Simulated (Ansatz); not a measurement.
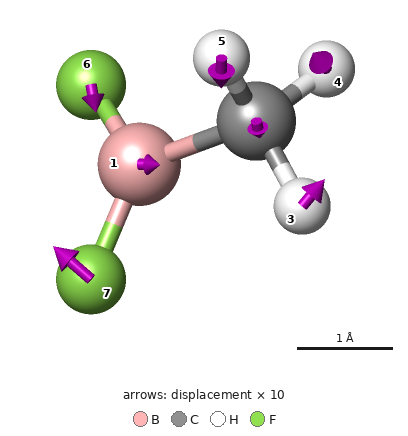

This is a relaxation of CH₃BF₂. The starting structure is drawn; purple arrows show the displacements, magnified 10 times. The two geometries are superimposed by the best rigid fit.

A ball-and-stick model, seen from a free direction.

The run prepares the start of a later molecular dynamics calculation, from a guessed geometry.

Method: RHF/def2-SVP in Ansatz 0.2.0. Settings: no spin polarisation; force threshold 0.02 eV/Å; at most 40 steps.

**What did the optimiser do to the structure, and how much energy did it gain?**

After 4 accepted moves (6 points after the start) the energy has fallen by 6.69 kJ/mol. The largest force component goes from 1 to 0.0071 eV/Å. The line search rejected the trial steps at points 2, 4 of the run. The largest move after the best rigid fit is that of an F atom, 0.054 Å. Largest moves by element: F 0.054 Å, H 0.042 Å, C 0.025 Å, B 0.024 Å. Near-neighbour distances that change, for instance: B–C 1.600 → 1.566 Å, C–H 1.110 → 1.091 Å, B–F 1.320 → 1.312 Å. Bond angles that change, for instance: F–B–F 120.0° → 115.9°, B–C–H 109.5° → 112.4°, H–C–H 109.4° → 106.9°. Cost: 5.8 s on 1 thread of Intel(R) Xeon(R) 6975P-C (Granite Rapids), with other jobs on the host, peak memory 0.14 GiB.

Limits of the set-up: Hartree-Fock leaves out electron correlation.
